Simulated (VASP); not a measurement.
Band structure of BaS (rock salt). Method: revTPSS meta-GGA, VASP's PBE PAW potentials (set 64) (plane waves; VASP).

Unless said otherwise, spin-orbit coupling is left out, though it shifts the bands of the heavy elements here.

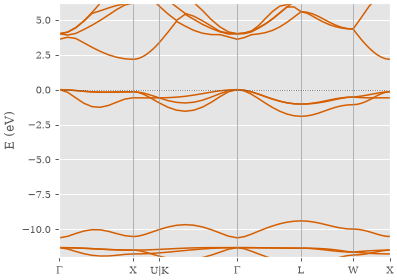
Bands along high-symmetry lines, zero at the valence-band maximum or, without a gap, the Fermi level

Task: Read the plot: is there a gap, and where are the band edges?

Result: The gap is indirect, 2.17 eV, from the valence maximum at Γ to the conduction minimum at X.

The compound is BaS in the rock salt structure. It was relaxed first.
